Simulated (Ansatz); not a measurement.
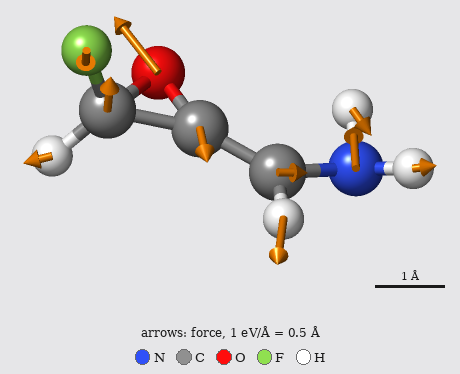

Starting geometry of C$_{3}$H$_{4}$FNO (coarse preliminary run) with the computed forces as orange arrows. The picture is a ball-and-stick view, seen from a free direction.

The start comes from a force field.

Level of theory: RKS PBE-D4/def2-SVP (Ansatz 0.2.0). (force threshold 0.03 eV/Å; at most 200 steps)

Question: Is this structure relaxed? If not, where do the atoms go?

Answer: It isn't relaxed: the largest force vector, on an H atom, is 2.33 eV/Å. The final displacements follow the starting forces only in part (cosine between the two patterns 0.44). An H atom moves most after the best rigid fit: 0.14 Å. Largest moves by element: H 0.14 Å, F 0.13 Å, C 0.11 Å, O 0.10 Å, N 0.04 Å. Near-neighbour distances that change, for instance: C–O 1.337 → 1.406 Å, C–H 1.044 → 1.101 Å, C–O 1.470 → 1.437 Å, C–C 1.311 → 1.341 Å. Bond angles that change, for instance: C–C–C 153.5° → 160.9°, C–N–H 108.0° → 114.0°, O–C–C 64.9° → 60.9°. After 7 accepted moves (8 points after the start) the energy has fallen by 7.85 kcal/mol. The largest force component goes from 2.1 to 0.014 eV/Å. The line search rejected the trial step at point 3 of the run.
